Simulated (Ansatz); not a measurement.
## Geometry relaxation, with input and output: BSiH5ClF (part 1 of 2)

BSiH5ClF, computed with RHF/def2-SVP (Ansatz 0.2.0).

It belongs to a series of runs on one base structure; here: end point B relaxed. Figures and captions count atoms from 1; the log counts them from 0 in places.

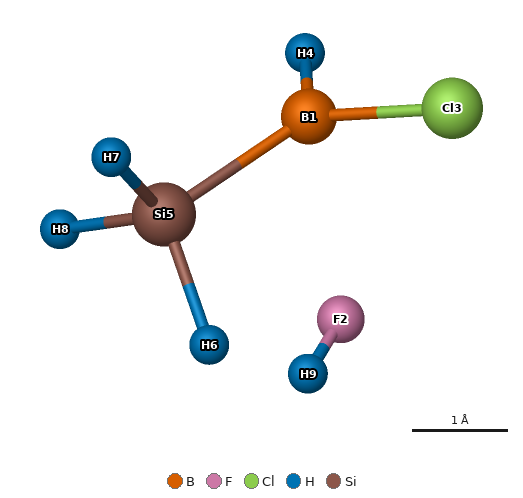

Figure 1. The starting structure (ball-and-stick view, seen at a tilt; atoms are numbered from 1 in the order of the input). Bond lengths as drawn: B–Cl 1.77 Å, B–H 1.19 Å, B–Si 1.98 Å, F–H 0.91 Å and H–Si 1.48 to 1.49 Å.

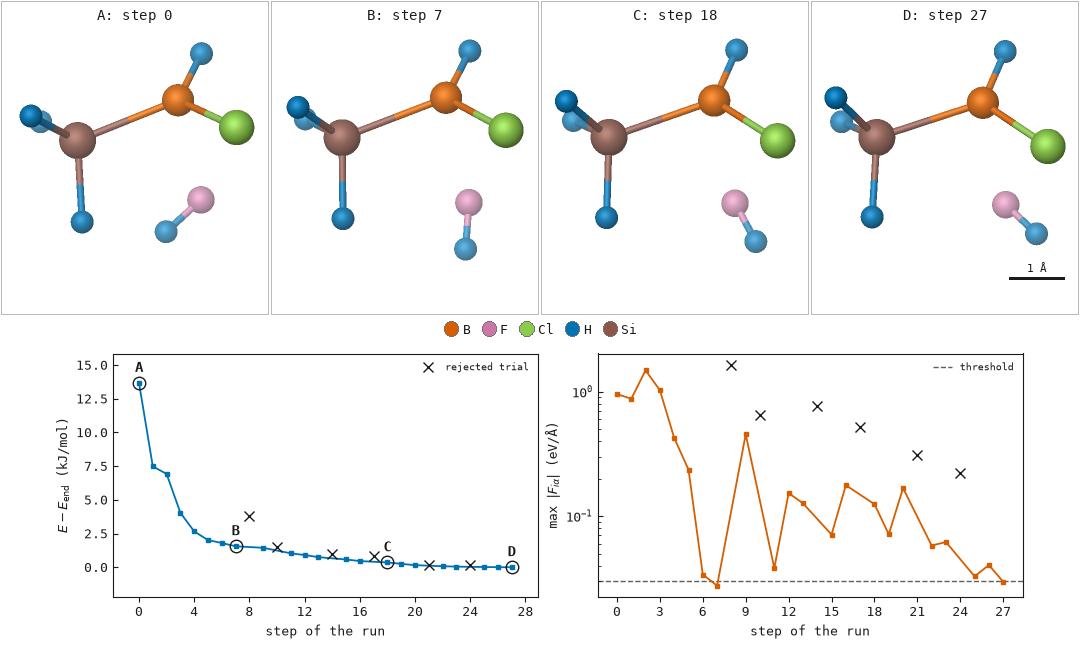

Figure 2. Frames of the relaxation (ball-and-stick view, seen at a tilt) above the curves, on which the letters mark them (the first geometry is step 0 here and step 1 in the log).

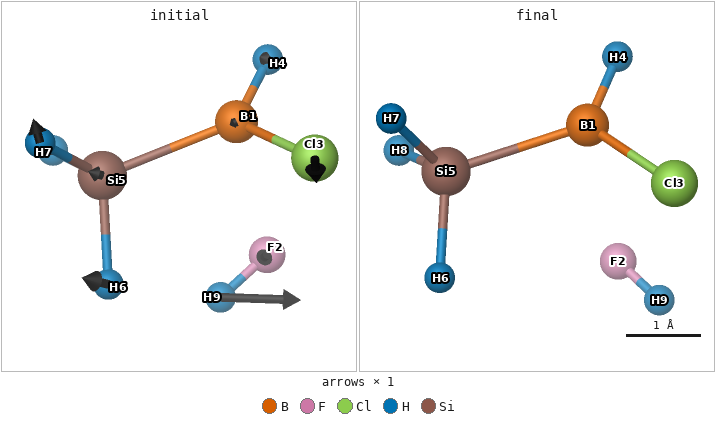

Figure 3. Before (left) and after (right) the relaxation, at one scale (ball-and-stick view, seen at a tilt). The black arrows give the displacements, at true length. After 27 geometry steps the energy has fallen by 13.7 kJ/mol. Largest force component: 0.96 eV/Å at the start, 0.03 eV/Å at the end. The line search rejected the trial steps at points 8, 10, 14, 17, 21, 24 (counted from 0) and went back. H9 moves most after the best rigid fit: 1.11 Å. By element the largest moves are H 1.11 Å, Cl 0.43 Å, F 0.27 Å, Si 0.22 Å, B 0.11 Å. Distances before and after: B1–Si5 1.982 → 2.038 Å, B1–Cl3 1.768 → 1.780 Å, Si5–H6 1.494 → 1.483 Å, F2–H9 0.911 → 0.905 Å. Among the angles that change: B1–Si5–H7 112.6° → 108.7°, B1–Si5–H6 108.5° → 111.0°, H6–Si5–H8 107.1° → 109.3°. (Atoms are counted from 1 in the order of the input.)

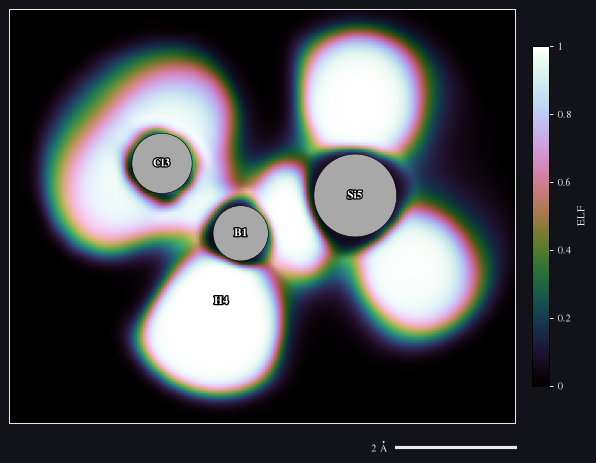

Figure 4. ELF on the plane of atoms H4, B1 and Si5. Grey discs, where drawn, cover atomic cores. The section cuts through B, Cl, H and Si sites. B–Cl (1.78 Å): the ELF peaks at about 0.90 between the atoms (a shared but strongly polarised pair). Si–B (2.04 Å): the ELF peaks at about 1 between the atoms (a shared electron pair).

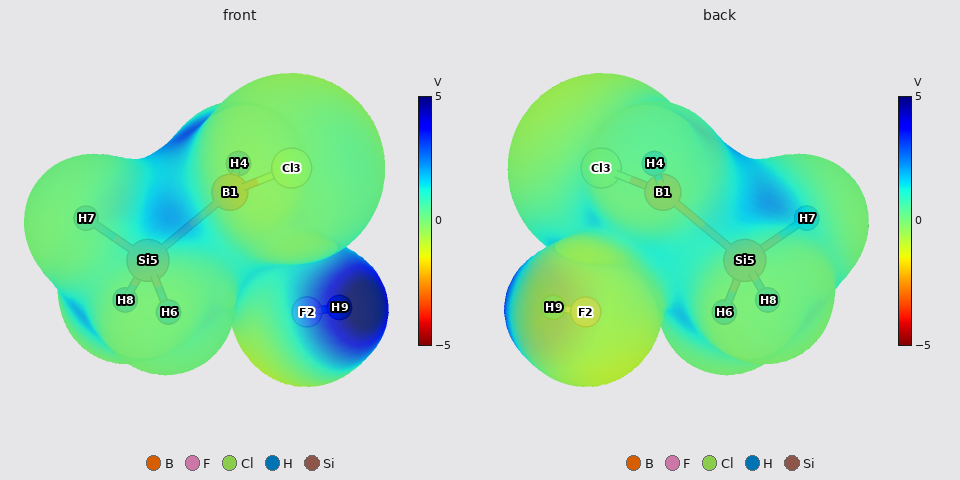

Figure 5. The electrostatic potential painted on the density surface at 0.004 e/bohr³, seen face on and from behind; red is negative and blue positive.

The input that produced these results follows, with the program's output.

Input
```yaml
crystal:
  periodic: [false, false, false]
  atoms:
    - { symbol: B, position_ang: [0.117393, 0.494177, -0.376088] }
    - { symbol: F, position_ang: [-0.057669, -0.217597, 2.042118] }
    - { symbol: Cl, position_ang: [1.51086, -0.449487, -0.918426] }
    - { symbol: H, position_ang: [-0.951774, 0.038622, -0.648337] }
    - { symbol: Si, position_ang: [0.408428, 2.263157, 0.467959] }
    - { symbol: H, position_ang: [1.389673, 2.100613, 1.582221] }
    - { symbol: H, position_ang: [0.969819, 3.260738, -0.477675] }
    - { symbol: H, position_ang: [-0.837033, 2.81144, 1.061077] }
    - { symbol: H, position_ang: [0.501604, 0.412238, 2.389652] }
basis:
  gaussian: { orbitals: def2-SVP }
hamiltonian:
  xc: hf
relax:
  f_tol: 0.03
  max_steps: 50
output:
  orbitals: {}
```

Run as:
```bash
ansatz run input.yaml --threads 1 --pin off --max-ram 2048MiB --backend cpu --events-out ev --progress --plain --runs-dir out
```

The program's output
```
The last accepted step is kept in [file] (removed where the run ends without a failure and the disk answers)
Engine: ansatz 0.2.0, aarch64-unknown-linux-gnu
Functional definition: HF
  exchange = exact_x
  correlation = 0
924 factors; integrals over basis functions are off by at most 3.4e-4 eV
mean field evaluation 1: about -23811.6530 eV, gradient 2.6e1 eV
mean field evaluation 2: about -23811.7117 eV, gradient 2.6e1 eV
mean field evaluation 4: about -23813.6529 eV, gradient 2.8e0 eV
mean field evaluation 8: about -23813.6929 eV, gradient 1.5e-1 eV
mean field -23813.69308212 eV, -875.1370792668 hartree, gradient 3.8e-5 eV, S^2 0.000000; 0 other end points of the search recorded, 0 dependent functions left out
the calculation of the forces begins
reference -23813.69308212 eV, -875.1370792668 hartree; 25, 25 occupied and 64, 64 virtual orbitals, 924 factors
relax step   1: F+E_penalty+E_count = -23813.69308212 eV  Δ(F+E_penalty+E_count) = +0.000e0 eV  max|allowed force component| = 9.559e-1 eV/Å  Δτ_max = 0.0000 Å  (35 SCF iters, accepted)
these checks for a lower state are left out or cut short: starts, cluster_reference, orbital_swaps, neighbouring_geometries, increment
924 factors; integrals over basis functions are off by at most 3.5e-4 eV
mean field evaluation 16: about -23813.7572 eV, gradient 4.9e-4 eV
mean field -23813.75719468 eV, -875.1394353600 hartree, gradient 2.9e-5 eV, S^2 0.000000; 0 other end points of the search recorded, 0 dependent functions left out
[... from here on the field's lines of each further geometry are left out, up to the last ...]
relax step   2: F+E_penalty+E_count = -23813.75719468 eV  Δ(F+E_penalty+E_count) = -6.411e-2 eV  max|allowed force component| = 8.768e-1 eV/Å  Δτ_max = 0.1965 Å  (34 SCF iters, accepted)
relax step   3: F+E_penalty+E_count = -23813.76300470 eV  Δ(F+E_penalty+E_count) = -5.810e-3 eV  max|allowed force component| = 1.483e0 eV/Å  Δτ_max = 0.1965 Å  (34 SCF iters, accepted)
relax step   4: F+E_penalty+E_count = -23813.79292758 eV  Δ(F+E_penalty+E_count) = -2.992e-2 eV  max|allowed force component| = 1.027e0 eV/Å  Δτ_max = 0.1673 Å  (33 SCF iters, accepted)
relax step   5: F+E_penalty+E_count = -23813.80719187 eV  Δ(F+E_penalty+E_count) = -1.426e-2 eV  max|allowed force component| = 4.247e-1 eV/Å  Δτ_max = 0.1367 Å  (32 SCF iters, accepted)
relax step   6: F+E_penalty+E_count = -23813.81386490 eV  Δ(F+E_penalty+E_count) = -6.673e-3 eV  max|allowed force component| = 2.363e-1 eV/Å  Δτ_max = 0.0885 Å  (34 SCF iters, accepted)
relax step   7: F+E_penalty+E_count = -23813.81611202 eV  Δ(F+E_penalty+E_count) = -2.247e-3 eV  max|allowed force component| = 3.386e-2 eV/Å  Δτ_max = 0.0424 Å  (33 SCF iters, accepted)
relax step   8: F+E_penalty+E_count = -23813.81862082 eV  Δ(F+E_penalty+E_count) = -2.509e-3 eV  max|allowed force component| = 2.758e-2 eV/Å  Δτ_max = 0.0556 Å  (34 SCF iters, accepted)
relax step   9: F+E_penalty+E_count = -23813.79532065 eV  Δ(F+E_penalty+E_count) = +2.330e-2 eV  max|allowed force component| = 1.651e0 eV/Å  Δτ_max = 0.1981 Å  (34 SCF iters, rejected (line search))
relax step  10: F+E_penalty+E_count = -23813.81978451 eV  Δ(F+E_penalty+E_count) = -1.164e-3 eV  max|allowed force component| = 4.538e-1 eV/Å  Δτ_max = 0.0966 Å  (33 SCF iters, accepted)
relax step  11: F+E_penalty+E_count = -23813.81898178 eV  Δ(F+E_penalty+E_count) = +8.027e-4 eV  max|allowed force component| = 6.500e-1 eV/Å  Δτ_max = 0.0979 Å  (34 SCF iters, rejected (line search))
relax step  12: F+E_penalty+E_count = -23813.82402738 eV  Δ(F+E_penalty+E_count) = -4.243e-3 eV  max|allowed force component| = 3.813e-2 eV/Å  Δτ_max = 0.0475 Å  (33 SCF iters, accepted)
relax step  13: F+E_penalty+E_count = -23813.82534671 eV  Δ(F+E_penalty+E_count) = -1.319e-3 eV  max|allowed force component| = 1.530e-1 eV/Å  Δτ_max = 0.0497 Å  (32 SCF iters, accepted)
relax step  14: F+E_penalty+E_count = -23813.82698322 eV  Δ(F+E_penalty+E_count) = -1.637e-3 eV  max|allowed force component| = 1.267e-1 eV/Å  Δτ_max = 0.0524 Å  (33 SCF iters, accepted)
relax step  15: F+E_penalty+E_count = -23813.82418027 eV  Δ(F+E_penalty+E_count) = +2.803e-3 eV  max|allowed force component| = 7.692e-1 eV/Å  Δτ_max = 0.1115 Å  (32 SCF iters, rejected (line search))
relax step  16: F+E_penalty+E_count = -23813.82877935 eV  Δ(F+E_penalty+E_count) = -1.796e-3 eV  max|allowed force component| = 7.100e-2 eV/Å  Δτ_max = 0.0557 Å  (33 SCF iters, accepted)
relax step  17: F+E_penalty+E_count = -23813.82998409 eV  Δ(F+E_penalty+E_count) = -1.205e-3 eV  max|allowed force component| = 1.769e-1 eV/Å  Δτ_max = 0.0544 Å  (32 SCF iters, accepted)
relax step  18: F+E_penalty+E_count = -23813.82635886 eV  Δ(F+E_penalty+E_count) = +3.625e-3 eV  max|allowed force component| = 5.183e-1 eV/Å  Δτ_max = 0.0842 Å  (34 SCF iters, rejected (line search))
relax step  19: F+E_penalty+E_count = -23813.83105855 eV  Δ(F+E_penalty+E_count) = -1.074e-3 eV  max|allowed force component| = 1.246e-1 eV/Å  Δτ_max = 0.0411 Å  (33 SCF iters, accepted)
relax step  20: F+E_penalty+E_count = -23813.83212883 eV  Δ(F+E_penalty+E_count) = -1.070e-3 eV  max|allowed force component| = 7.140e-2 eV/Å  Δτ_max = 0.0421 Å  (33 SCF iters, accepted)
relax step  21: F+E_penalty+E_count = -23813.83312978 eV  Δ(F+E_penalty+E_count) = -1.001e-3 eV  max|allowed force component| = 1.676e-1 eV/Å  Δτ_max = 0.0615 Å  (32 SCF iters, accepted)
relax step  22: F+E_penalty+E_count = -23813.83310132 eV  Δ(F+E_penalty+E_count) = +2.846e-5 eV  max|allowed force component| = 3.095e-1 eV/Å  Δτ_max = 0.0705 Å  (32 SCF iters, rejected (line search))
relax step  23: F+E_penalty+E_count = -23813.83394564 eV  Δ(F+E_penalty+E_count) = -8.159e-4 eV  max|allowed force component| = 5.795e-2 eV/Å  Δτ_max = 0.0352 Å  (33 SCF iters, accepted)
relax step  24: F+E_penalty+E_count = -23813.83426873 eV  Δ(F+E_penalty+E_count) = -3.231e-4 eV  max|allowed force component| = 6.185e-2 eV/Å  Δτ_max = 0.0462 Å  (33 SCF iters, accepted)
relax step  25: F+E_penalty+E_count = -23813.83289814 eV  Δ(F+E_penalty+E_count) = +1.371e-3 eV  max|allowed force component| = 2.200e-1 eV/Å  Δτ_max = 0.0694 Å  (33 SCF iters, rejected (line search))
relax step  26: F+E_penalty+E_count = -23813.83456462 eV  Δ(F+E_penalty+E_count) = -2.959e-4 eV  max|allowed force component| = 3.274e-2 eV/Å  Δτ_max = 0.0337 Å  (33 SCF iters, accepted)
relax step  27: F+E_penalty+E_count = -23813.83468911 eV  Δ(F+E_penalty+E_count) = -1.245e-4 eV  max|allowed force component| = 4.041e-2 eV/Å  Δτ_max = 0.0208 Å  (34 SCF iters, accepted)
the calculation of the forces begins
reference -23813.83473227 eV, -875.1422848140 hartree; 25, 25 occupied and 64, 64 virtual orbitals, 925 factors
relax step  28: F+E_penalty+E_count = -23813.83473227 eV  Δ(F+E_penalty+E_count) = -4.316e-5 eV  max|allowed force component| = 2.966e-2 eV/Å  Δτ_max = 0.0116 Å  (27 SCF iters, accepted)
925 factors; integrals over basis functions are off by at most 4.6e-4 eV
mean field -23813.83473227 eV, -875.1422848140 hartree, gradient 8.3e-6 eV, S^2 0.000000; 1 other end points of the search recorded, 0 dependent functions left out
the calculation of the forces begins
reference -23813.83473227 eV, -875.1422848140 hartree; 25, 25 occupied and 64, 64 virtual orbitals, 925 factors
Total energy: -23813.83473227 eV, -875.1422848140 hartree
Atom 0 at     0.150987     0.573073    -0.323282 Å, force     0.006860    -0.004323     0.000648 eV/Å
Atom 1 at    -0.187368    -0.133661     2.285994 Å, force     0.027837    -0.021569     0.002412 eV/Å
Atom 2 at     1.540796    -0.529761    -0.466935 Å, force    -0.002804     0.002348    -0.000708 eV/Å
Atom 3 at    -0.888255     0.141417    -0.720975 Å, force    -0.001392     0.001345     0.001103 eV/Å
Atom 4 at     0.418638     2.467115     0.379578 Å, force     0.000276     0.000234     0.001750 eV/Å
Atom 5 at     1.535208     2.520420     1.354699 Å, force    -0.000100     0.000753    -0.000533 eV/Å
Atom 6 at     0.754967     3.357876    -0.763807 Å, force    -0.000504     0.000074    -0.002060 eV/Å
Atom 7 at    -0.815936     2.981325     1.020003 Å, force    -0.000514     0.000143     0.000644 eV/Å
Atom 8 at     0.542266    -0.663904     2.357227 Å, force    -0.029659     0.020995    -0.003255 eV/Å
Dipole moment:     0.095464    -0.194901     0.117870 e Å
```

Trajectory as extended XYZ (Å, eV, eV/Å), 24 of the 28 frames kept, from step=1 to step=28
```
9
Properties=species:S:1:pos:R:3:forces:R:3 step=1 energy=-23813.69308
B     0.1174    0.4942   -0.3761   -0.2201  -0.7938  -0.5933
F    -0.0577   -0.2176    2.0421    0.2024   0.2690   0.2499
Cl    1.5109   -0.4495   -0.9184    0.0986  -0.0292  -0.0074
H    -0.9518    0.0386   -0.6483   -0.0004   0.0389   0.0329
Si    0.4084    2.2632    0.4680    0.1040   0.9559   0.2607
H     1.3897    2.1006    1.5822   -0.0039   0.0131   0.0090
H     0.9698    3.2607   -0.4777   -0.0060  -0.0232   0.0008
H    -0.8370    2.8114    1.0611    0.0104   0.0124  -0.0023
H     0.5016    0.4122    2.3897   -0.1850  -0.4432   0.0498
9
Properties=species:S:1:pos:R:3:forces:R:3 step=2 energy=-23813.75719
B     0.1126    0.5021   -0.4336   -0.0386  -0.2529  -0.0664
F    -0.0871   -0.2137    2.0789    0.8638   0.6907   0.7167
Cl    1.5192   -0.4565   -0.9214   -0.0052   0.0221  -0.0391
H    -0.9585    0.0345   -0.6729    0.0101   0.0163  -0.0627
Si    0.4041    2.3022    0.4402    0.0652   0.2025   0.1821
H     1.3795    2.1270    1.5598    0.0018   0.0361  -0.0777
H     0.9728    3.2939   -0.5030   -0.0121   0.0449  -0.0221
H    -0.8399    2.8410    1.0440   -0.0082   0.0339  -0.0655
H     0.5485    0.2835    2.5305   -0.8768  -0.7937  -0.5652
9
Properties=species:S:1:pos:R:3:forces:R:3 step=3 energy=-23813.76301
B     0.1181    0.4989   -0.4270   -0.0332   0.0301  -0.3365
F    -0.1393   -0.1975    2.1500    1.4798   0.6615   1.0559
Cl    1.5273   -0.4274   -0.9690   -0.0015  -0.0347   0.0721
H    -0.9498    0.0406   -0.6989    0.0094  -0.0431   0.0772
Si    0.4055    2.3222    0.4175    0.0530   0.0467   0.3047
H     1.3895    2.1644    1.5302   -0.0105   0.0627  -0.0549
H     0.9652    3.3123   -0.5342   -0.0155  -0.0230  -0.0707
H    -0.8438    2.8690    1.0029    0.0011   0.0200  -0.0371
H     0.5786    0.1313    2.6511   -1.4826  -0.7202  -1.0107
```
